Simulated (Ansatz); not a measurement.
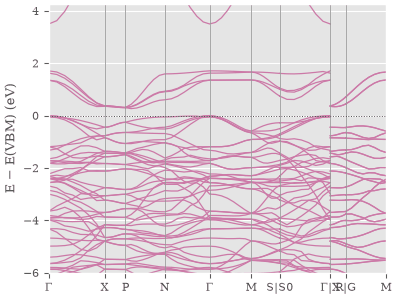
Figure. Band structure from DFT-LDA in the program Ansatz with PAW potentials

Problem. Read off the gap and where the band edges lie.

Solution. About 0.3 eV (0.26 eV by a search for the band edges); maximum at Γ, minimum on the P–N line, 15 % of the way from P.

The material is ZnCu₂O₄ in space group I4_1/amd (No. 141; Zn on 4a, Cu on 8d, O on 16h).

The first step of the workflow began from a Materials Project structure, measured or hypothetical; the Crystallography Open Database copy checked does not list it. Its standing as an ambient phase is unchecked. The LDA relaxation kept the symmetry of its start; of distortions, only those at the zone centre were tested. The run is not spin-polarised. No Hubbard U is applied.

Potentials: the later of the program's two PAW sets.
